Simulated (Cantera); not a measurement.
Input: 1 mol SiCl4, 2.2 mol CH4, 1200 mol H2, 0.12 mol C2H2, equilibrated at 0.00490 bar.

Equilibrium computed with Cantera from the NASA thermochemical tables; the gas is ideal and each condensed phase is pure. Candidate condensed phases: C, C6H6, C7H8, C8H18, Si, SiC; 109 gas species. Kinetics and transport are ignored.

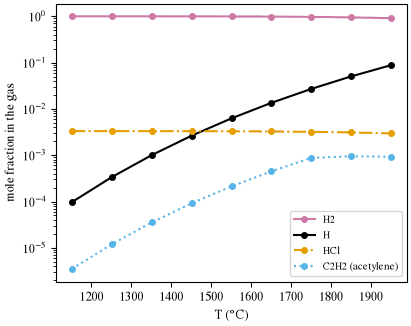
Equilibrium gas composition (values under 1e-9 drawn at 1e-9)

Task: Read off the mole fractions at 1152 °C.

Result: H2 about 1.00, HCl about 0.0033, H about 9.7e-5, C2H2 (acetylene) about 3.5e-6.
